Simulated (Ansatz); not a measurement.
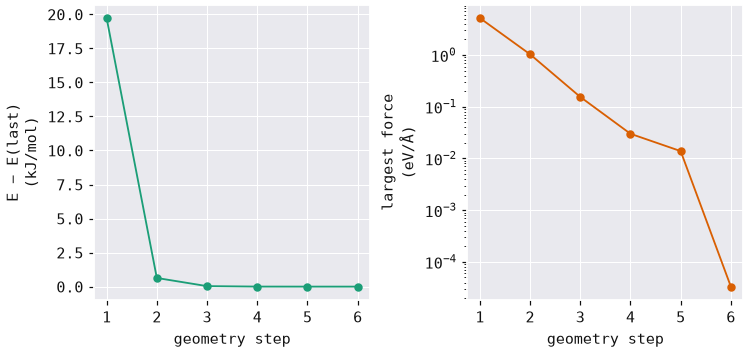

History of a geometry optimisation.

The run: CHO, multiplicity 2, by Ansatz, PBE0/def2-SVP, Gaussian basis.

Question: How did it end, and what did it gain?

Answer: The optimisation met its thresholds at geometry 6, counting the start as the first. The energy fell by about 20 kJ/mol from the first step to the last. The largest force goes from about 5.2 eV/Å at the start to 3 × 10⁻⁵ eV/Å at the end.
